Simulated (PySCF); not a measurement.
Run report: CH4BrFGe, geometry relaxation

- system: CH4BrFGe, SMILES F[CH2][GeH2][Br]
- method: PBE0-D3(BJ)/def2-SVP geometry optimisation, gas phase (PySCF 2.14.0)

It belongs to a series of runs on one base structure; here: terminal Ge group replaced by H.

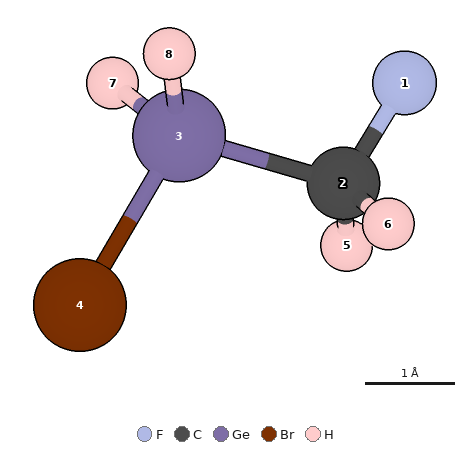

Fig. 1: The starting structure (ball-and-stick view, seen at a tilt; atoms are numbered from 1 in the order of the input). Sticks mark near contacts. Bond lengths as drawn: Br–Ge 2.30 Å, C–F 1.38 Å, C–Ge 1.98 Å, C–H 1.10 Å and Ge–H 1.51 to 1.53 Å.

Input:
```
{"job": {"xc": "PBE0", "basis": "def2-SVP", "d3": "d3bj", "grid": 1, "shake": 0.01, "kind": "geom"}, "charge": 0, "multiplicity": 1}
F     -1.766690    -0.642630     0.763420
C     -1.030250     0.276800     0.051510
Ge     0.844530    -0.361840     0.015180
Br     2.049580     1.202230    -1.167420
H     -1.455260     0.345720    -0.962530
H     -1.127060     1.257390     0.547860
H      1.038370    -1.679090    -0.692620
H      1.501910    -0.417720     1.392130
```

The first line tells a small driver script what to run in PySCF; the rest is the geometry in Å.

Hardware: 1 CPU thread, shared host.

Command:
```bash
OMP_NUM_THREADS=1 python <driver script> task.json out
```

Output:
```
step   0  E = -4790.15847278  max force = 0.009230
step   1  E = -4790.15808396  max force = 0.009942
step   2  E = -4790.15937113  max force = 0.002309
step   3  E = -4790.15965339  max force = 0.000983
step   4  E = -4790.15971326  max force = 0.000882
step   5  E = -4790.15971703  max force = 0.000448
optimisation converged
```

Trajectory as extended XYZ (Å, eV, eV/Å), 6 frames, from step=0 to step=5:
```
8
Properties=species:S:1:pos:R:3:forces:R:3 step=0 energy=-130346.85130
F    -1.7667   -0.6426    0.7634   -0.0374  -0.1384   0.1117
C    -1.0303    0.2768    0.0515   -0.0872  -0.2394   0.1561
Ge    0.8445   -0.3618    0.0152   -0.1177   0.4746   0.1714
Br    2.0496    1.2022   -1.1674    0.1002   0.2148  -0.1927
H    -1.4553    0.3457   -0.9625    0.1650   0.0991  -0.0901
H    -1.1271    1.2574    0.5479    0.1953   0.0306  -0.1114
H     1.0384   -1.6791   -0.6926   -0.1160  -0.4469  -0.2657
H     1.5019   -0.4177    1.3921   -0.1021   0.0055   0.2207
8
Properties=species:S:1:pos:R:3:forces:R:3 step=1 energy=-130346.84072
F    -1.6860   -1.0507    0.3065    0.0431   0.1295   0.0096
C    -0.9806   -0.0600   -0.3420   -0.1374  -0.0137  -0.1600
Ge    0.8262    0.0037    0.4242    0.1315  -0.5113  -0.4454
Br    1.9772    1.6691   -0.7063   -0.0733  -0.0082   0.0921
H    -0.8972   -0.3232   -1.4155    0.0512   0.0886   0.1649
H    -1.5060    0.9040   -0.2700   -0.0981   0.0135   0.0814
H     1.4294   -1.3645    0.0057    0.1325   0.2584   0.2349
H     0.9135    0.2680    1.9289   -0.0495   0.0431   0.0223
8
Properties=species:S:1:pos:R:3:forces:R:3 step=2 energy=-130346.87574
F    -1.6967   -1.0441    0.3080    0.0042  -0.0041  -0.0205
C    -0.9899   -0.0635   -0.3493    0.0064   0.0074   0.0204
Ge    0.8322   -0.0251    0.3967   -0.0267  -0.1180  -0.1187
Br    1.9555    1.6799   -0.6886   -0.0294   0.0388   0.0037
H    -0.9171   -0.3113   -1.4215   -0.0358   0.0037  -0.0141
H    -1.5117    0.9028   -0.2534    0.0625   0.0095   0.0442
H     1.5193   -1.3539    0.0391    0.0612   0.0495   0.0558
H     0.8849    0.2616    1.9006   -0.0424   0.0132   0.0292
8
Properties=species:S:1:pos:R:3:forces:R:3 step=3 energy=-130346.88343
F    -1.7061   -1.0388    0.3056   -0.0112  -0.0163  -0.0172
C    -0.9898   -0.0664   -0.3522    0.0284  -0.0505  -0.0098
Ge    0.8337   -0.0435    0.3834    0.0008   0.0216   0.0345
Br    1.9403    1.6780   -0.6935   -0.0214   0.0366  -0.0044
H    -0.9386   -0.3018   -1.4283   -0.0413   0.0069  -0.0156
H    -1.4861    0.9102   -0.2328    0.0398   0.0217   0.0203
H     1.5686   -1.3509    0.0616    0.0240  -0.0191  -0.0036
H     0.8544    0.2595    1.8878   -0.0190  -0.0009  -0.0041
8
Properties=species:S:1:pos:R:3:forces:R:3 step=4 energy=-130346.88506
F    -1.7137   -1.0373    0.3011   -0.0010  -0.0072  -0.0143
C    -0.9877   -0.0707   -0.3545    0.0141  -0.0453  -0.0063
Ge    0.8360   -0.0516    0.3805    0.0114   0.0206   0.0249
Br    1.9284    1.6787   -0.6992   -0.0200   0.0233   0.0100
H    -0.9533   -0.2956   -1.4336   -0.0117   0.0078  -0.0046
H    -1.4649    0.9136   -0.2197    0.0119   0.0116   0.0049
H     1.5941   -1.3501    0.0735   -0.0014  -0.0103  -0.0113
H     0.8376    0.2594    1.8836   -0.0033  -0.0005  -0.0034
8
Properties=species:S:1:pos:R:3:forces:R:3 step=5 energy=-130346.88516
F    -1.7163   -1.0376    0.2984    0.0044  -0.0059  -0.0138
C    -0.9862   -0.0727   -0.3550    0.0010  -0.0192   0.0032
Ge    0.8366   -0.0526    0.3819    0.0106  -0.0015   0.0028
Br    1.9234    1.6786   -0.7021   -0.0161   0.0230   0.0172
H    -0.9552   -0.2934   -1.4350    0.0005   0.0036  -0.0019
H    -1.4581    0.9140   -0.2162    0.0006   0.0021  -0.0004
H     1.5974   -1.3501    0.0751   -0.0017  -0.0029  -0.0046
H     0.8349    0.2601    1.8845    0.0007   0.0008  -0.0025
```

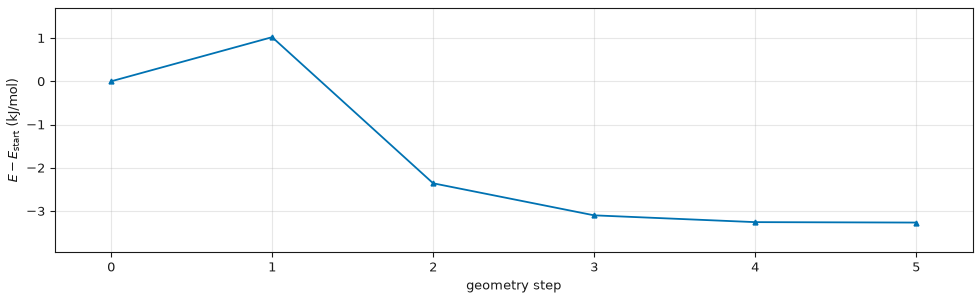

Fig. 2: Progress of the relaxation, step by step (steps are counted from 0).

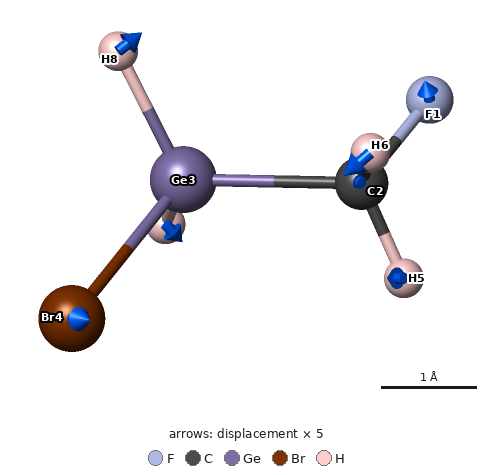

Fig. 3: The starting structure with the displacements as blue arrows, magnified 5 times (ball-and-stick view, seen at a tilt). The two geometries are laid on each other by the best rigid fit. The energy falls by 3.27 kJ/mol in 5 geometry steps. The largest force component goes from 0.47 to 0.023 eV/Å. The largest move after the best rigid fit is that of H6, 0.075 Å. By element the largest moves are H 0.075 Å, Br 0.067 Å, F 0.049 Å, C 0.025 Å, Ge 0.007 Å. Among the contacts that change: Ge3–H7 1.508 → 1.535 Å, C2–Ge3 1.981 → 1.966 Å, Ge3–Br4 2.302 → 2.314 Å, Ge3–H8 1.527 → 1.535 Å. Among the angles that change: Br4–Ge3–H8 105.2° → 107.9°, C2–Ge3–H7 114.3° → 112.1°. (Atoms are counted from 1 in the order of the input.)

Summary:

- outcome: converged
- total energy: −4790.159717 hartree
- dipole moment: 0.54 D
- point group: C1
- wall time: 36 s
- peak memory: 0.45 GiB
